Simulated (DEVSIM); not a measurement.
System: Schottky contact on n-type Si, at 300 K.

| layer (left to right) | material | thickness (μm) | Nd (cm⁻³) | τn (s) | τp (s) |
|---|---|---|---|---|---|
| 1 | Si | 0.570 | 2.5e15 | 0.00025 | 0.00025 |

Left contact: Schottky, work function 4.85 eV, emission velocity 3.9e6 cm/s. Right contact: ohmic. Voltage is applied to the left contact. Recombination: SRH at mid-gap, radiative. Gap narrowing is on: ΔEg = 6.92 meV × (l + √(l² + 0.5)), l = ln(N/1.3e17 cm⁻³), shared equally by both band edges. Mobility is μmin + (μ − μmin)/(1 + (N/Nref)^α).

Constants are typed, rounded textbook-type inputs, not results; the design itself was drawn at random and stands for no fabricated device. Values at 300 K.

| parameter | Si |
|---|---|
| gap (eV) | 1.124 |
| affinity (eV) | 4.05 |
| permittivity | 11.7 |
| Nc (cm⁻³) | 2.86e19 |
| Nv (cm⁻³) | 3.1e19 |
| μn (cm²/Vs) | 1417 |
| μp (cm²/Vs) | 470 |
| μn,min | 52 |
| μp,min | 45 |
| Nref,n | 9.7e16 |
| Nref,p | 2.2e17 |
| αn | 0.68 |
| αp | 0.72 |
| B (cm³/s) | 4.7e-15 |

DEVSIM, 1D drift-diffusion, Boltzmann statistics, complete ionisation; no tunnelling, impact ionisation, image-force lowering or self-heating. Metal contacts follow the ideal Schottky-Mott rule: no Fermi-level pinning, no interface dipoles.

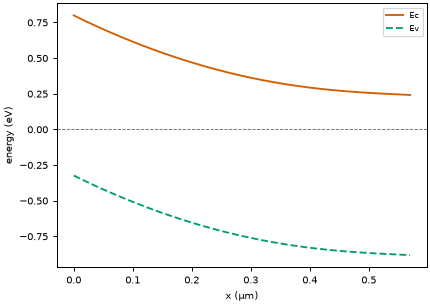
*Band edges at zero bias*

Energies count from the Fermi level of the right contact; mesh points crowd at the junctions.

```
x (μm)    Ec (eV)  Ev (eV)  n (cm⁻³)  p (cm⁻³)  field (V/cm)
--------  -------  -------  --------  --------  ------------
0.000       0.800   -0.324   1000000    1.1e14        -20000
0.006600    0.786   -0.337   1800000    6.7e13        -20000
0.01486     0.770   -0.354   3300000    3.6e13        -20000
0.02330     0.753   -0.370   6300000    1.9e13        -19000
0.04055     0.720   -0.403     2.3e7    5.2e12        -19000
0.05732     0.689   -0.434     7.5e7    1.6e12        -18000
0.07830     0.652   -0.472     3.2e8    3.7e11        -17000
0.1147      0.591   -0.532     3.3e9    3.6e10        -16000
0.1436      0.547   -0.577    1.8e10     6.4e9        -15000
0.1862      0.487   -0.636    1.9e11     6.4e8        -13000
0.2395      0.423   -0.701    2.3e12     5.2e7        -11000
0.3180      0.347   -0.776    4.2e13   2800000         -8100
0.3738      0.308   -0.816    1.9e14    610000         -6000
0.4184      0.284   -0.839    4.8e14    250000         -4500
0.4593      0.268   -0.855    8.9e14    130000         -3400
0.4868      0.260   -0.864    1.2e15     96000         -2800
0.5088      0.254   -0.869    1.5e15     77000         -2400
0.5263      0.250   -0.873    1.8e15     66000         -2200
0.5444      0.247   -0.877    2.1e15     57000         -2000
0.5532      0.245   -0.879    2.2e15     54000         -1900
0.5618      0.243   -0.880    2.4e15     50000         -1900
0.5700      0.242   -0.882    2.5e15     47000         -1900
```
